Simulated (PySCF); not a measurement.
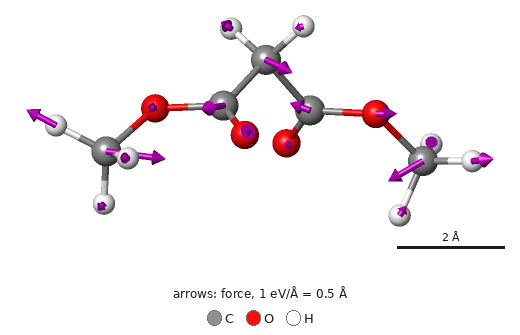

Starting geometry of C5H8O4 with the computed forces as purple arrows. A ball-and-stick model, seen at a tilt.

The start comes from GFN2-xTB. Its atoms were then displaced at random by about 0.01 Å.

All numbers below come from PBE0-D3(BJ)/def2-SVP geometry optimisation, gas phase (PySCF 2.14.0, density-fitted response routines). 

Is this structure relaxed? If not, where do the atoms go?

Answer. It isn't relaxed: the largest force vector, on a C atom, is 2.32 eV/Å. The final displacements have little in common with the starting forces (cosine between the two patterns 0.04). Over 11 geometry steps the energy falls by 16.3 kJ/mol. The atom that moves furthest after the best rigid fit is an O atom (1.05 Å). By element the largest moves are O 1.05 Å, H 0.59 Å, C 0.41 Å. Near-neighbour distances that change, for instance: C–H 1.062 → 1.096 Å, C–O 1.317 → 1.334 Å, C–O 1.434 → 1.419 Å, C–H 1.113 → 1.100 Å. Bond angles that change, for instance: C–C–C 106.5° → 110.4°, H–C–H 112.2° → 108.8°, C–O–C 118.9° → 115.7°. Groups turn about C–O by about 35°, C–C by about 35°. Cost: 2.4 min on 1 thread of Arm Neoverse V1, with other jobs on the host.
